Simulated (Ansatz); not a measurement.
# CH3FSn (SMILES [CH3][Sn][F]): SVWN5/def2-SVPD (core potential)

Aim: the vertical singlet–triplet gap of CH3FSn at SVWN5/def2-SVPD (core potential), from 2 runs. 

Program for the calculation: Ansatz 0.2.0.

41 further runs of the same task are left out: 41 set aside as unsound or not needed. Runs told in other sessions of the task aren't counted.

## 1. The structure to begin with

CH3FSn: 6 atoms, total charge 0, spin state singlet. As SMILES, `[CH3][Sn][F]`. The shape is that of a PBE0-D4/def2-TZVP optimisation.

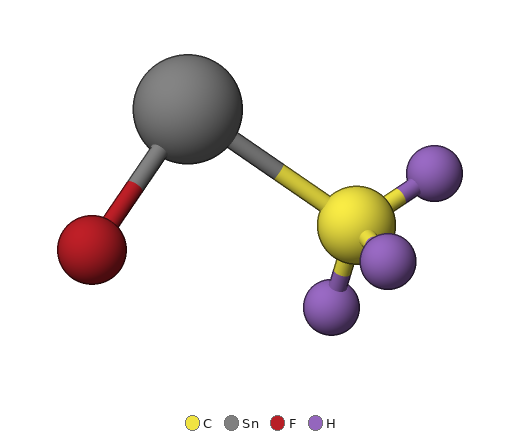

The structure, seen from a chosen angle (carbon yellow, tin grey, fluorine red, hydrogen purple).

## 2. The energy at SVWN5/def2-SVPD (core potential)

Input file run.yaml:

```yaml
crystal:
  periodic: [false, false, false]
  atoms:
    - {symbol: C, position_ang: [-0.389800, 0.421200, -0.282900]}
    - {symbol: Sn, position_ang: [0.257100, -0.620500, 1.513600]}
    - {symbol: F, position_ang: [1.621600, -1.634100, 0.554100]}
    - {symbol: H, position_ang: [-0.684900, -0.317800, -1.033900]}
    - {symbol: H, position_ang: [0.458100, 0.979400, -0.691900]}
    - {symbol: H, position_ang: [-1.220000, 1.107700, -0.105200]}
basis:
  gaussian: {orbitals: def2-SVPD}
hamiltonian: {xc: {name: SVWN5}}
accuracy: high
output: {orbitals: {seedname: orbitals}}
```

The run is started by

```
$ ansatz run run.yaml --threads 1 --pin off --max-ram 2610MiB --events-out events.jsonl --progress --plain --runs-dir runs
```

Output:

```text
Warning: RAYON_NUM_THREADS=1 ignored (pool sized by the plan → 1); use --threads N
Functional definition: SVWN5
  name "SVWN5"
  exchange = slater_x
  correlation = vwn5_c
2143 factors; integrals over basis functions are off by at most 3.3e-9 eV
mean field evaluation 1: about -9583.9082 eV, gradient 7.2e1 eV
mean field evaluation 2: about -9488.7330 eV, gradient 2.0e2 eV
mean field evaluation 4: about -9594.7965 eV, gradient 2.1e1 eV
mean field evaluation 8: about -9595.6861 eV, gradient 2.3e-1 eV
mean field evaluation 16: about -9595.6862 eV, gradient 2.9e-5 eV
mean field -9595.68624965 eV, -352.6349654848 hartree, gradient 7.7e-8 eV, S^2 0.000000; 0 other end points of the search recorded, 0 dependent functions left out
reference -9595.68625318 eV, -352.6349656145 hartree; 20, 20 occupied and 79, 79 virtual orbitals, 2143 factors
Total energy: -9595.68625318 eV, -352.6349656145 hartree
```

Wall time 4.8 s (1 thread of Arm Neoverse V2, shared host); peak memory 0.26 GiB.

## 3. The triplet, same level

Changes to run.yaml since step 2:

```diff
@@ -10,4 +10,9 @@
 basis:
-  gaussian: {orbitals: def2-SVPD}
-hamiltonian: {xc: {name: SVWN5}}
+  gaussian:
+    orbitals: def2-SVPD
+magnetization:
+  spin_polarized: true
+  initial_magnetization: 2
+hamiltonian:
+  xc: {name: SVWN5}
 accuracy: high
```

The run is started by

```
$ ansatz run run.yaml --threads 1 --pin off --max-ram 2610MiB --events-out events.jsonl --progress --plain --runs-dir runs
```

Output:

```text
Warning: RAYON_NUM_THREADS=1 ignored (pool sized by the plan → 1); use --threads N
[... 4 set-up lines as earlier in the session ...]
2143 factors; integrals over basis functions are off by at most 3.3e-9 eV
mean field evaluation 1: about -9583.0932 eV, gradient 4.7e1 eV
mean field evaluation 2: about -9512.8990 eV, gradient 1.3e2 eV
mean field evaluation 4: about -9592.5453 eV, gradient 1.4e1 eV
mean field evaluation 8: about -9593.4243 eV, gradient 1.9e-1 eV
mean field evaluation 16: about -9593.4244 eV, gradient 5.0e-5 eV
mean field -9593.42444242 eV, -352.5518456023 hartree, gradient 1.5e-8 eV, S^2 2.001595; 0 other end points of the search recorded, 0 dependent functions left out
reference -9593.42444560 eV, -352.5518457191 hartree; 21, 19 occupied and 78, 80 virtual orbitals, 2143 factors
Total energy: -9593.42444560 eV, -352.5518457191 hartree
```

Run time: 6 s. Hardware: 1 thread of Arm Neoverse V2, shared host; peak memory 0.3 GiB.

## 4. What came out

At SVWN5/def2-SVPD (core potential):

```
                                        quantity          value
                           singlet: total energy  -352.63497 Eh
                            singlet: HOMO energy       -5.86 eV
                            singlet: LUMO energy       -3.55 eV
                          singlet: HOMO–LUMO gap        2.31 eV
                           triplet: total energy  -352.55185 Eh
     triplet: HOMO energy (highest over α and β)       -3.74 eV
                                   triplet: ⟨S²⟩          2.002
vertical energy of the triplet above the singlet       2.262 eV
```

At this shape the triplet lies 2.26 eV (218 kJ/mol) above the singlet.
